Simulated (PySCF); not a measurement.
In(H)3(py), C₅H₈InN, singlet at its GFN2-xTB optimised geometry (Å):

```
15

In    -2.9235    -0.5952     0.0000
H     -3.1498     1.0767     0.0000
H     -3.1550    -1.3814    -1.4744
H     -3.1993    -1.4468     1.4295
C      2.0733    -0.4536    -0.1640
C      1.4609    -1.0277     0.9390
C      0.0775    -1.0767     0.9778
N     -0.6751    -0.5952     0.0000
C     -0.0955    -0.0435    -1.0570
C      1.2785     0.0497    -1.1839
H      3.1498    -0.3987    -0.2285
H      2.0429    -1.4296     1.7534
H     -0.4628    -1.5121     1.8108
H     -0.7761     0.3294    -1.8158
H      1.7164     0.5045    -2.0585
```

Method: PySCF with PBE0/def2-TZVP, def2 effective core potentials past Kr. The core electrons that the potentials of In replace are not part of the density. Cells within 0.4 Å of a nucleus heavier than hydrogen are left out (blank, or x).

Map of the deformation density (molecule minus spherical neutral atoms) (e/bohr³) on the plane z = 0.8 Å:

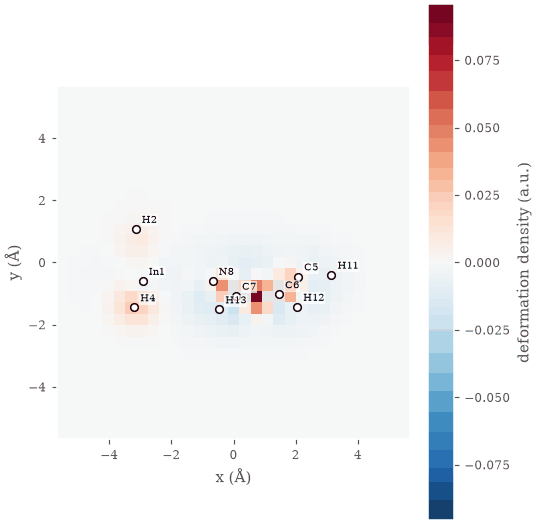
Figure. Deformation density (molecule minus spherical neutral atoms) (e/bohr³) on the plane z = 0.8 Å.
